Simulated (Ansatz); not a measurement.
**Saddle-point search of Si$_{2}$NH$_{7}$S**

The run: saddle-point search of Si$_{2}$NH$_{7}$S. Method and program: RKS PBE0-D4/6-31G (Ansatz 0.2.0).

Figures and captions count atoms from 1; the log counts them from 0 in places.

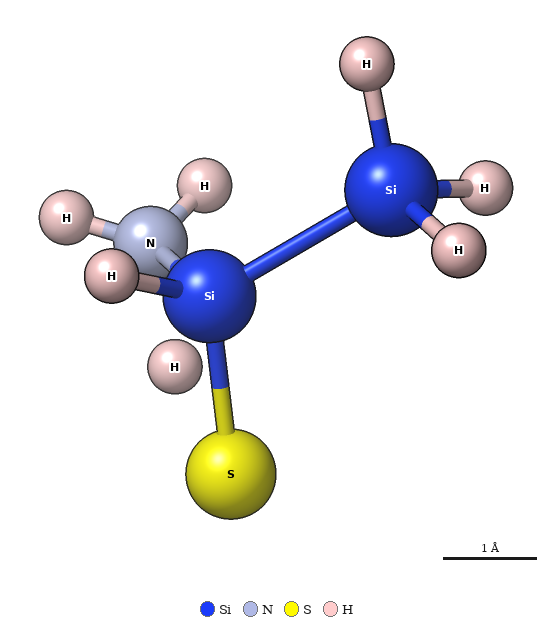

Figure 1. The input geometry (ball-and-stick view, seen at a tilt). Bond lengths as drawn: H–N 0.95 to 1.06 Å, H–Si 1.42 to 1.52 Å, N–Si 1.75 Å, Si–Si 2.33 Å and S–Si 2.05 Å.

## Input file
```yaml
crystal:
  periodic: [false, false, false]
  atoms:
    - {symbol: Si, position_ang: [-0.317653, 0.330354, -0.681953]}
    - {symbol: N, position_ang: [1.263048, 0.991307, -0.303328]}
    - {symbol: S, position_ang: [0.387462, -0.707622, -2.305733]}
    - {symbol: H, position_ang: [1.495905, 0.201929, -1.407475]}
    - {symbol: H, position_ang: [-1.226832, 1.477901, -0.965017]}
    - {symbol: Si, position_ang: [-1.101017, -0.954970, 1.100737]}
    - {symbol: H, position_ang: [1.444710, 1.921893, -0.399706]}
    - {symbol: H, position_ang: [1.815596, 0.647447, 0.537317]}
    - {symbol: H, position_ang: [-0.213196, -1.968839, 1.586935]}
    - {symbol: H, position_ang: [-2.325365, -1.768017, 0.710447]}
    - {symbol: H, position_ang: [-1.427320, -0.143613, 2.223376]}
basis:
  gaussian: {orbitals: 6-31G}
hamiltonian: {xc: pbe0, dispersion: d4}
saddle:
  f_tol: 0.1
  max_steps: 40
  mode_guess:
    - [-0.1996, -0.1081, -0.1735]
    - [0.0525, -0.1056, -0.2426]
    - [-0.2758, -0.0580, -0.0613]
    - [0.3745, 0.4138, 0.6399]
    - [0.0226, 0.0012, 0.0287]
    - [-0.0036, -0.0007, -0.0009]
    - [0.0026, -0.0618, -0.0719]
    - [0.0122, -0.0836, -0.1487]
    - [0.0117, 0.0158, 0.0149]
    - [0.0163, -0.0219, 0.0149]
    - [-0.0134, 0.0089, 0.0006]
```

Hardware: 4 threads of Arm Neoverse V1, 23 GiB of memory available, shared host.

Launched with:
```bash
ansatz run in.yaml --threads 4 --pin off --events-out ev --progress --plain --max-ram 9574MiB
```

## Output
```
Functional definition: PBE0
  name "PBE0"
  cite "Adamo & Barone, J. Chem. Phys. 110, 6158 (1999) doi:10.1063/1.478522"
  cite "Perdew, Burke & Ernzerhof, Phys. Rev. Lett. 77, 3865 (1996) doi:10.1103/PhysRevLett.77.3865"
  parent pbe
  parameter a = 0.25
  parameter kappa = 0.804
  parameter beta = 0.06672455060314922
  exchange = (1 - a)*pbe_x(kappa = kappa, mu = beta*pi^2/3) + a*exact_x
  correlation = pbe_c(beta = beta)
824 factors; integrals over basis functions are off by at most 1.9e-4 eV
mean field evaluation 1: about -28173.7231 eV, gradient 4.2e1 eV
mean field evaluation 2: about -28171.4105 eV, gradient 5.2e1 eV
mean field evaluation 4: about -28177.6569 eV, gradient 2.3e0 eV
mean field evaluation 8: about -28177.6721 eV, gradient 5.2e-2 eV
mean field -28177.67208375 eV, -1035.5103495657 hartree, gradient 9.2e-6 eV, S^2 0.000000; 0 other end points of the search recorded, 0 dependent functions left out
the calculation of the forces begins
reference -28177.67211358 eV, -1035.5103506618 hartree; 29, 29 occupied and 33, 33 virtual orbitals, 824 factors
these checks for a lower state are left out or cut short: stability, starts, cluster_reference, orbital_swaps, neighbouring_geometries, increment
824 factors; integrals over basis functions are off by at most 1.9e-4 eV
mean field evaluation 16: about -28177.6795 eV, gradient 4.4e-1 eV
mean field -28177.67730318 eV, -1035.5105413760 hartree, gradient 1.5e-6 eV, S^2 0.000000; 0 other end points of the search recorded, 0 dependent functions left out
[... from here on the field's lines of each further geometry are left out, up to the last ...]
saddle step   1: F+E_penalty+E_count = -28177.91168638 eV  max|allowed force component| = 3.965e0 eV/Å  curvature = -9.1688 eV/Å²  mode residual = 7.68e0 eV/Å²  Δτ_max = 0.0000 Å  (1 rotations, 3 force calls, 62 SCF iters)  cluster: 3 rotations left out, max|force component along them| = 1.725e-6 eV/Å
saddle step   2: F+E_penalty+E_count = -28178.47511020 eV  max|allowed force component| = 2.173e0 eV/Å  curvature = -9.3052 eV/Å²  mode residual = 3.22e0 eV/Å²  Δτ_max = 0.0897 Å  (1 rotations, 3 force calls, 66 SCF iters)  cluster: 3 rotations left out, max|force component along them| = 2.004e-6 eV/Å
saddle step   3: F+E_penalty+E_count = -28178.63518992 eV  max|allowed force component| = 7.030e-1 eV/Å  curvature = -8.5392 eV/Å²  mode residual = 3.34e0 eV/Å²  Δτ_max = 0.0627 Å  (1 rotations, 3 force calls, 65 SCF iters)  cluster: 3 rotations left out, max|force component along them| = 2.202e-6 eV/Å
saddle step   4: F+E_penalty+E_count = -28178.65741200 eV  max|allowed force component| = 2.707e-1 eV/Å  curvature = -8.4198 eV/Å²  mode residual = 1.25e0 eV/Å²  Δτ_max = 0.0478 Å  (1 rotations, 3 force calls, 65 SCF iters)  cluster: 3 rotations left out, max|force component along them| = 2.025e-6 eV/Å
saddle step   5: F+E_penalty+E_count = -28178.66806350 eV  max|allowed force component| = 9.707e-2 eV/Å  curvature = -8.2791 eV/Å²  mode residual = 1.35e0 eV/Å²  Δτ_max = 0.0286 Å  (1 rotations, 7 force calls, 118 SCF iters)  cluster: 3 rotations left out, max|force component along them| = 2.073e-6 eV/Å
saddle step   6: F+E_penalty+E_count = -28178.66964098 eV  max|allowed force component| = 1.355e-2 eV/Å  curvature = -8.2489 eV/Å²  mode residual = 8.04e-1 eV/Å²  Δτ_max = 0.0259 Å  (1 rotations, 7 force calls, 116 SCF iters)  cluster: 3 rotations left out, max|force component along them| = 2.120e-6 eV/Å
saddle search: the force at step 7 is within saddle.f_tol, and the search now checks the order of the point unasked, as it does wherever a lone molecule whose rigid rotations it leaves out would converge (saddle.isolated_cluster): at most 100 rotations across the mode and 202 force calls, two more next to a line or behind a second negative curvature, two more where it reads a positive, two for each turn that reads one and six more at each negative that it reads, and up to 22 at one that stands (24 where saddle.amplitude is under 0.005 Å), over each length that the point is read over (saddle.order_check: false declines the check)
saddle search: the rotation starts from a random direction (saddle.seed = 0)
the calculation of the forces begins
reference -28178.43591347 eV, -1035.5384197903 hartree; 29, 29 occupied and 33, 33 virtual orbitals, 824 factors
824 factors; integrals over basis functions are off by at most 1.9e-4 eV
mean field -28178.43591339 eV, -1035.5384197873 hartree, gradient 2.3e-5 eV, S^2 0.000000; 1 other end points of the search recorded, 0 dependent functions left out
the calculation of the forces begins
reference -28178.43594378 eV, -1035.5384209041 hartree; 29, 29 occupied and 33, 33 virtual orbitals, 824 factors
saddle step   7: F+E_penalty+E_count = -28178.66983255 eV  max|allowed force component| = 4.979e-3 eV/Å  curvature = -8.1334 eV/Å² (error put at 0.0049; -8.1380 at half of saddle.amplitude)  mode residual = 8.28e-1 eV/Å²  Δτ_max = 0.0179 Å  (1 rotations, 46 force calls, 618 SCF iters)  order check (unasked): unresolved, curvature across the mode = +0.0392 eV/Å² (38 force calls)  cluster: 3 rotations left out, max|force component along them| = 2.122e-6 eV/Å
```

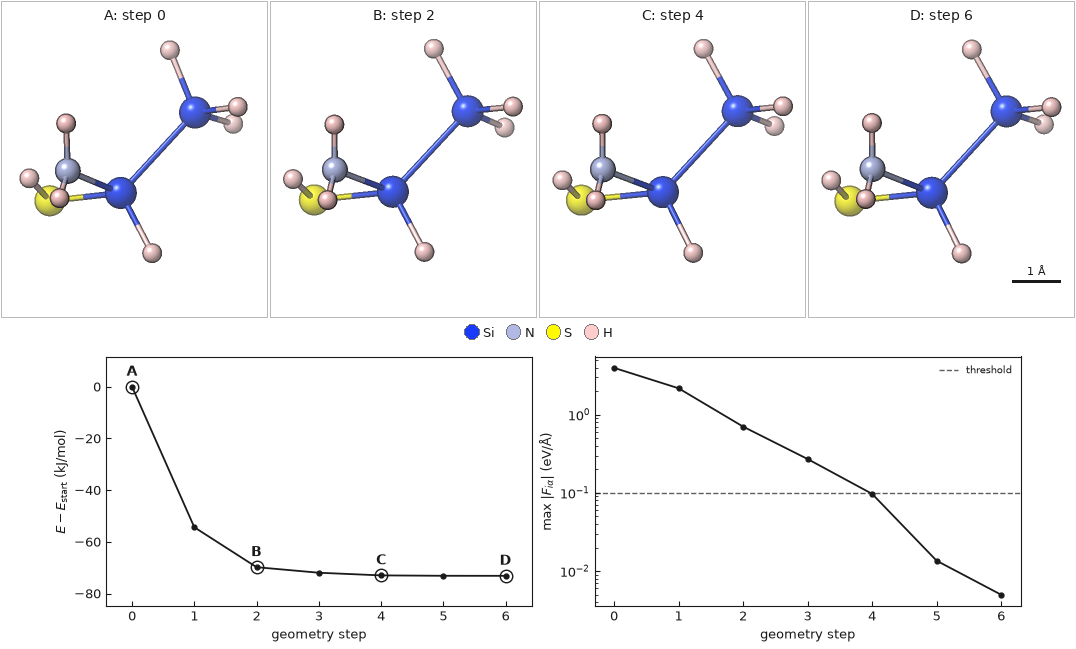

Figure 2. Frames of the saddle-point search (ball-and-stick view, seen at a tilt) above the curves, on which the letters mark them (the first geometry is step 0 here and step 1 in the log).

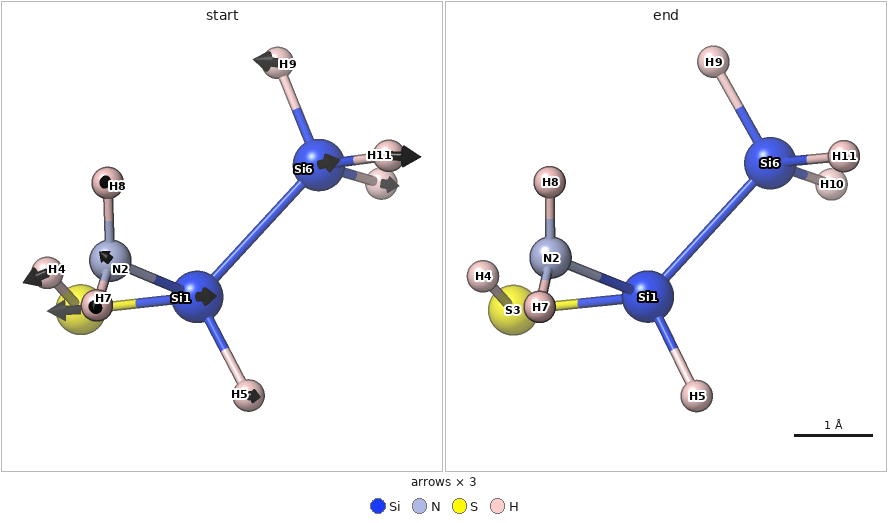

Figure 3. Before (left) and after (right) the saddle-point search, at one scale (ball-and-stick view, seen at a tilt). The black arrows give the displacements, magnified 3 times. The largest moves after the best rigid fit, 0.15 Å, are those of S3 and H11. Largest moves by element: S 0.15 Å, H 0.14 Å, Si 0.10 Å, N 0.06 Å. Distances before and after: Si1–S3 2.052 → 2.201 Å, Si1–N2 1.755 → 1.888 Å, Si6–H11 1.423 → 1.505 Å, Si6–H9 1.433 → 1.502 Å. Among the angles that change: H9–Si6–H10 102.0° → 109.7°, Si1–Si6–H9 116.2° → 108.7°, N2–Si1–S3 93.0° → 86.0°. After 6 geometry steps the energy has fallen by 73.2 kJ/mol. Largest force component: 4 eV/Å at the start, 0.005 eV/Å at the end. (Atoms are counted from 1 in the order of the input.)

```
saddle search: converged; its order check could not tell the order of the point: after 35 rotations it read +0.039 eV/Å² across the mode with a residual of 9.96e-2 eV/Å², and holds the second-lowest curvature to +0.040 eV/Å² at the most. That shows no second curvature under the negative of saddle.curvature_tol, and does not show that there is none
Total energy: -28178.66986294 eV, -1035.5470172747 hartree
Atom 0 at    -0.404109     0.298330    -0.654800 Å, force    -0.001318     0.000849     0.000909 eV/Å
Atom 1 at     1.323011     0.971062    -0.298012 Å, force     0.003236     0.003623     0.000402 eV/Å
Atom 2 at     0.511551    -0.705443    -2.386108 Å, force    -0.000173    -0.000441    -0.002262 eV/Å
Atom 3 at     1.557818     0.199480    -1.511317 Å, force     0.000519    -0.000904    -0.000082 eV/Å
Atom 4 at    -1.265961     1.501543    -0.929741 Å, force     0.000617     0.001266     0.000450 eV/Å
Atom 5 at    -1.185839    -0.995509     1.146719 Å, force    -0.004866    -0.004978     0.000167 eV/Å
Atom 6 at     1.469747     1.973498    -0.393985 Å, force    -0.001375    -0.001496    -0.000736 eV/Å
Atom 7 at     1.826512     0.608254     0.508244 Å, force     0.000522    -0.001330    -0.000570 eV/Å
Atom 8 at    -0.098175    -1.942575     1.566864 Å, force     0.000105     0.001522     0.000560 eV/Å
Atom 9 at    -2.402784    -1.771596     0.735645 Å, force     0.004527     0.001306     0.000744 eV/Å
Atom 10 at    -1.536432    -0.109275     2.312091 Å, force    -0.001794     0.000583     0.000417 eV/Å
Dipole moment:     0.099046     0.608214     0.935039 e Å
```

## Trajectory as extended XYZ (Å, eV, eV/Å), 7 frames, from step=1 to step=7
```
11
Properties=species:S:1:pos:R:3:forces:R:3 step=1 energy=-28177.91169
Si   -0.3177    0.3304   -0.6820   -3.9648  -0.1740   1.5505
N     1.2630    0.9913   -0.3033    3.0601  -2.8684   2.4902
S     0.3875   -0.7076   -2.3057    1.0646  -1.3032  -2.1244
H     1.4959    0.2019   -1.4075    0.6152   0.1556  -0.2251
H    -1.2268    1.4779   -0.9650   -0.1209   0.2720   0.0912
Si   -1.1010   -0.9550    1.1007   -1.0659  -0.4706  -1.3415
H     1.4447    1.9219   -0.3997    0.6032   3.5051  -0.6459
H     1.8156    0.6474    0.5373   -1.0492   0.3393  -1.3902
H    -0.2132   -1.9688    1.5869    1.2277  -0.8596   0.3204
H    -2.3254   -1.7680    0.7104    0.1028   0.3578  -0.0565
H    -1.4273   -0.1436    2.2234   -0.4728   1.0459   1.3313
11
Properties=species:S:1:pos:R:3:forces:R:3 step=2 energy=-28178.47511
Si   -0.3356    0.3010   -0.6631   -2.1735   0.1281   1.0381
N     1.2979    0.9794   -0.2821    0.9712   0.3778  -0.1234
S     0.4334   -0.7330   -2.3231    0.8075  -0.5614  -1.2115
H     1.5287    0.2183   -1.4894    0.2174  -0.1669  -0.0524
H    -1.2430    1.4668   -0.9230   -0.0277   0.1200  -0.0130
Si   -1.1306   -0.9748    1.1252   -0.5096  -0.3187  -0.5329
H     1.4580    1.9705   -0.4183    0.0786   0.1508   0.0727
H     1.7792    0.6253    0.5336    0.2586  -0.0002   0.1198
H    -0.1430   -1.9715    1.5783    0.4449  -0.3032   0.0978
H    -2.3683   -1.7252    0.6870    0.1172   0.1164   0.0300
H    -1.4813   -0.1290    2.2704   -0.1847   0.4573   0.5747
11
Properties=species:S:1:pos:R:3:forces:R:3 step=3 energy=-28178.63519
Si   -0.3742    0.2906   -0.6478   -0.7030   0.2972   0.4346
N     1.3129    0.9879   -0.2985    0.2383   0.3764  -0.2978
S     0.4724   -0.7284   -2.3483    0.4425  -0.2116  -0.4353
H     1.5680    0.1712   -1.5024   -0.1304  -0.0168  -0.1132
H    -1.2690    1.4758   -0.9015    0.0209  -0.0009  -0.0425
Si   -1.1667   -0.9939    1.1424   -0.0175  -0.1377   0.0043
H     1.4664    1.9902   -0.4088   -0.0851  -0.1215  -0.0803
H     1.8156    0.6513    0.5048    0.2710  -0.2351   0.4368
H    -0.1037   -1.9769    1.5619   -0.0854   0.0485  -0.0147
H    -2.4012   -1.7192    0.6829    0.0465  -0.0282   0.0539
H    -1.5251   -0.1209    2.3109    0.0021   0.0299   0.0542
11
Properties=species:S:1:pos:R:3:forces:R:3 step=4 energy=-28178.65741
Si   -0.3957    0.2990   -0.6380   -0.0297  -0.0342   0.0142
N     1.3375    0.9755   -0.3022   -0.0909   0.0319  -0.0867
S     0.5157   -0.7145   -2.3586   -0.0414  -0.0620  -0.1673
H     1.5636    0.2185   -1.5081    0.0188  -0.0392   0.1277
H    -1.2791    1.4901   -0.9111    0.0619  -0.0011   0.0017
Si   -1.1862   -0.9994    1.1519    0.0881  -0.0047   0.1527
H     1.4598    1.9783   -0.4493    0.1409  -0.1445   0.2503
H     1.8429    0.6168    0.5104   -0.0403   0.2707  -0.1776
H    -0.1102   -1.9755    1.5693   -0.1249   0.1100  -0.0363
H    -2.4081   -1.7429    0.7019   -0.0189  -0.0322   0.0235
H    -1.5447   -0.1181    2.3294    0.0363  -0.0948  -0.1023
11
Properties=species:S:1:pos:R:3:forces:R:3 step=5 energy=-28178.66806
Si   -0.3967    0.2961   -0.6421   -0.0249   0.0359   0.0130
N     1.3327    0.9813   -0.3077    0.0663   0.0256   0.0735
S     0.5072   -0.7197   -2.3682   -0.0005  -0.0164  -0.0476
H     1.5571    0.1993   -1.5068    0.0382   0.0146   0.0367
H    -1.2718    1.4918   -0.9158    0.0267  -0.0068  -0.0003
Si   -1.1864   -1.0009    1.1503    0.0378  -0.0073   0.0971
H     1.4747    1.9832   -0.4254   -0.0289  -0.0314  -0.0132
H     1.8458    0.6448    0.5071   -0.0666  -0.0087  -0.0903
H    -0.1172   -1.9757    1.5688   -0.0516   0.0565  -0.0224
H    -2.4093   -1.7483    0.7079   -0.0150  -0.0174   0.0125
H    -1.5408   -0.1243    2.3275    0.0185  -0.0446  -0.0590
11
Properties=species:S:1:pos:R:3:forces:R:3 step=6 energy=-28178.66964
Si   -0.4005    0.2977   -0.6493   -0.0009  -0.0136  -0.0048
N     1.3260    0.9761   -0.3006    0.0000   0.0093  -0.0018
S     0.5136   -0.7114   -2.3797   -0.0053   0.0086   0.0070
H     1.5597    0.1991   -1.5103    0.0013  -0.0077   0.0023
H    -1.2635    1.4996   -0.9269   -0.0013   0.0001   0.0005
Si   -1.1878   -0.9985    1.1495    0.0003   0.0006  -0.0110
H     1.4671    1.9782   -0.4092    0.0051  -0.0031   0.0099
H     1.8337    0.6247    0.5081   -0.0050  -0.0004  -0.0070
H    -0.1083   -1.9570    1.5639    0.0020   0.0020   0.0016
H    -2.4096   -1.7624    0.7296    0.0044   0.0007   0.0031
H    -1.5350   -0.1184    2.3204   -0.0007   0.0035   0.0002
11
Properties=species:S:1:pos:R:3:forces:R:3 step=7 energy=-28178.66983
Si   -0.4041    0.2983   -0.6548   -0.0013   0.0008   0.0009
N     1.3230    0.9711   -0.2980    0.0032   0.0036   0.0004
S     0.5116   -0.7054   -2.3861   -0.0002  -0.0004  -0.0023
H     1.5578    0.1995   -1.5113    0.0005  -0.0009  -0.0001
H    -1.2660    1.5015   -0.9297    0.0006   0.0013   0.0004
Si   -1.1858   -0.9955    1.1467   -0.0049  -0.0050   0.0002
H     1.4697    1.9735   -0.3940   -0.0014  -0.0015  -0.0007
H     1.8265    0.6083    0.5082    0.0005  -0.0013  -0.0006
H    -0.0982   -1.9426    1.5669    0.0001   0.0015   0.0006
H    -2.4028   -1.7716    0.7356    0.0045   0.0013   0.0007
H    -1.5364   -0.1093    2.3121   -0.0018   0.0006   0.0004
```

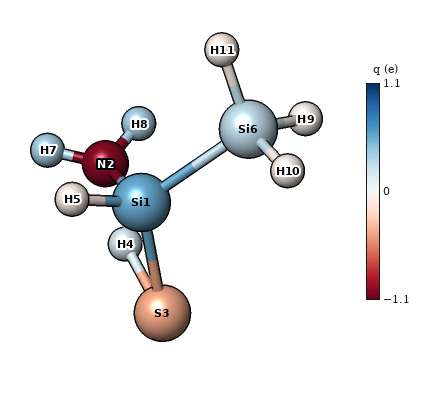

Figure 4. Mulliken charges, as the colour of each atom (ball-and-stick view, seen at a tilt; atoms are numbered from 1 in the order of the input). By element: Si +0.27 to +0.56, N −1.00, S −0.42 and H −0.09 to +0.36 e.

## Summary

| quantity | value |
| --- | --- |
| outcome | converged |
| total energy | −28178.6699 eV |
| mean-field energy | −28178.4359 eV |
| dispersion energy | −0.2339 eV |
| largest force (length of the vector) at the end | 0.007 eV/Å |
| dipole moment | 5.38 D |
| wall time | 59 s (CPU time 3.4 min) |
| peak memory | 0.56 GiB |

## Notes

The program could not tell the order of the saddle point.
